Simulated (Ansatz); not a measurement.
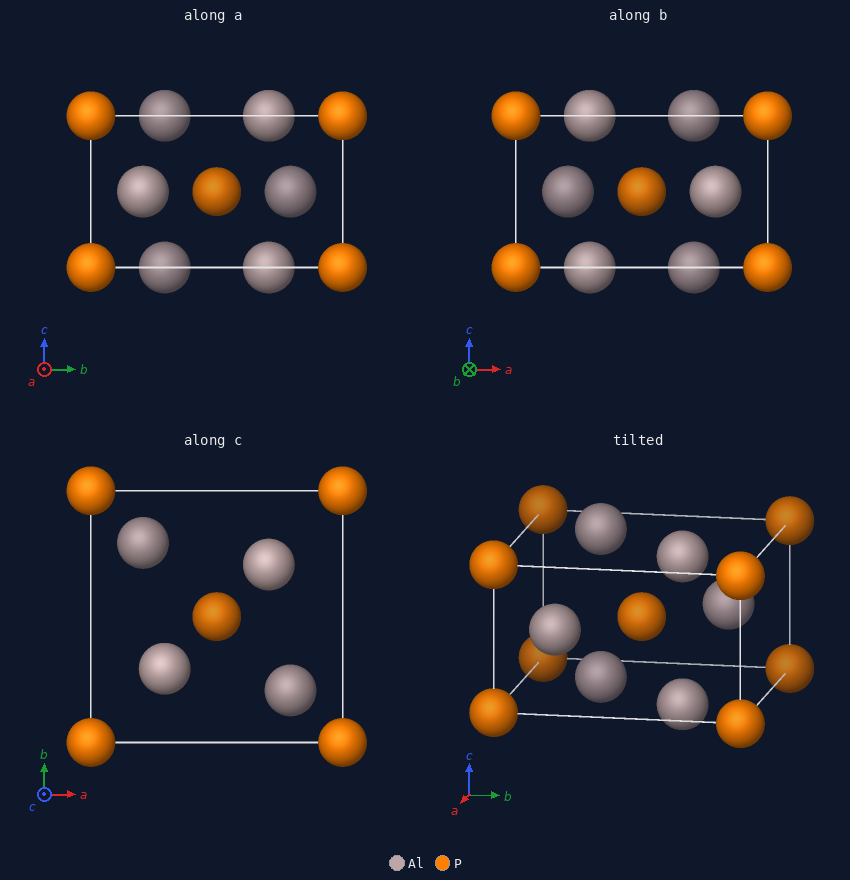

A spheres-only rendering, viewed along the a axis, along the b axis, along the c axis and slightly off an axis. The lines enclose the conventional unit cell; boundary atoms appear with their images.

Lattice parameters: a = 5.881 Å, b = 5.881 Å, c = 3.545 Å, α = 90.00°, β = 90.00°, γ = 90.00°.

**Give the structure in the form of a table of Wyckoff sites, with free fractional coordinates to two decimals.**

Space group P4_2/mnm (No. 136).
| atom | site | x | y | z |
| --- | --- | --- | --- | --- |
| Al | 4f | 0.29 | 0.29 | 0.00 |
| P | 2a | 0.00 | 0.00 | 0.00 |

The initial geometry was a structure type filled with these elements by a generator (whether the compound takes this form wasn't checked). Earlier steps of the study may have refined or changed the cell and positions. Ansatz was used for an electronic-structure calculation on it.
